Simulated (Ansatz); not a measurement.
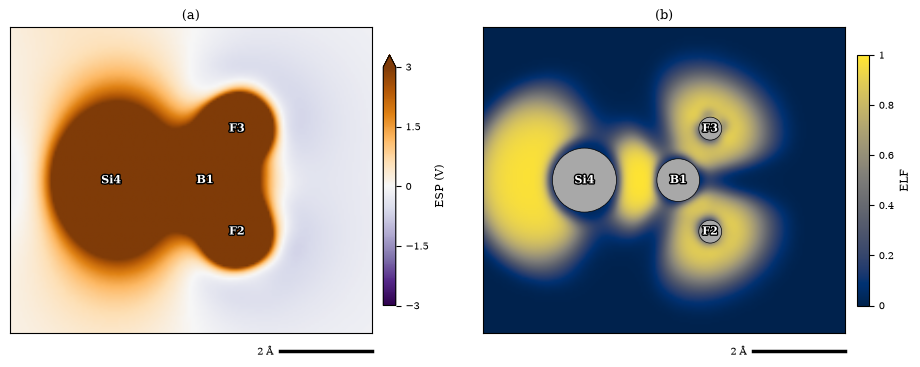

The picture shows: BF$_{2}$HSi. (a) electrostatic potential; (b) ELF on the plane of atoms F3, B1 and Si4. Grey discs cover the atomic cores in the ELF map.

Geometry: PBE0-D3(BJ)/def2-SVP.

Level of theory: isolated molecule in a Gaussian basis; Kohn-Sham density functional theory, functional PBE0 in Ansatz 0.2.0.

The calculation's input:

```
crystal:
  periodic: [false, false, false]
  atoms:
    - {symbol: B, position_ang: [0.303824, 0.050239, 0.447551]}
    - {symbol: F, position_ang: [0.644415, -1.090135, 1.029309]}
    - {symbol: F, position_ang: [-0.581848, 0.794954, 1.092401]}
    - {symbol: Si, position_ang: [1.148249, 0.658136, -1.317730]}
    - {symbol: H, position_ang: [0.010571, -0.057214, -2.056741]}
basis:
  gaussian:
    orbitals: def2-TZVPD
hamiltonian:
  xc: {name: PBE0}
output:
  forces: true
  orbitals: {seedname: orbitals}
```

Run with:

```sh
ansatz run input.yaml --threads 1 --pin off --max-ram 2610MiB --events-out events.jsonl --progress --plain --runs-dir runs
```

Question: Interpret the plot.

Answer:
- Atoms in the plane: B, F and Si.
- B–F (1.32 Å): the ELF peaks at about 0.85 between the atoms: a polar covalent bond.
- Si–B (2.05 Å): the ELF peaks at about 1 between the atoms (a covalent bond).
- The ELF also peaks beside F2, Si4 and F3, away from the bonds: lone-pair regions.
- Outside the dense part of the molecule the potential is most negative (−0.7 V) near F2 and F3.
